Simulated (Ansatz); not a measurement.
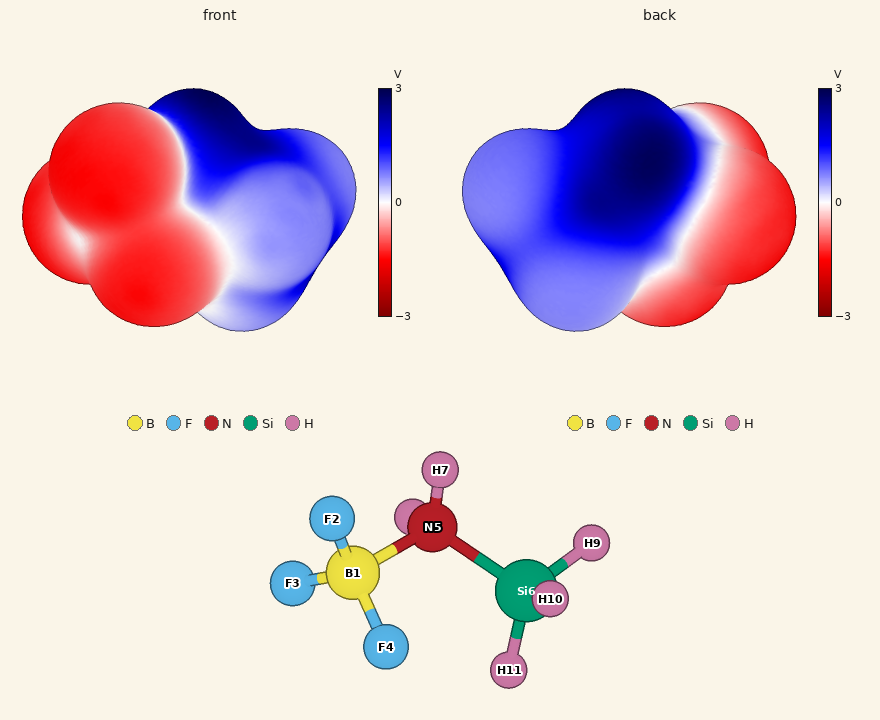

The picture shows: BF₃H₅NSi (SMILES F[B-](F)(F)[NH2+][SiH3]). The electrostatic potential painted on the density surface at 0.002 e/bohr³, seen from the front and from behind; the colour scale runs from red (negative) to blue (positive). The bare structure is drawn below in the same view.

Geometry: PBE0-D4/def2-SVP.

Method: isolated molecule in a Gaussian basis; Kohn-Sham density functional theory, functional PBE0 (Ansatz 0.2.0).

```csv
atom,x (Å),y (Å),z (Å)
B,1.8429,0.1979,0.4889
F,1.0782,0.5993,1.5474
F,3.0292,-0.3850,0.8345
F,1.9701,1.1613,-0.4930
N,0.9583,-1.0208,-0.2482
Si,0.5265,-0.5885,-1.9670
H,0.1333,-1.1759,0.3359
H,1.5258,-1.8695,-0.1886
H,-0.2564,-1.7457,-2.4924
H,-0.3247,0.6216,-1.9224
H,1.7911,-0.4465,-2.7229
```

### Which sites attract a positive test charge, and which a negative one?

A positive charge is drawn to the negative regions and a negative charge to the positive ones. The most negative region (about −1.5 V) lies over F2, F3 and F4, the most positive (about +2.9 V) over H7 and H8.
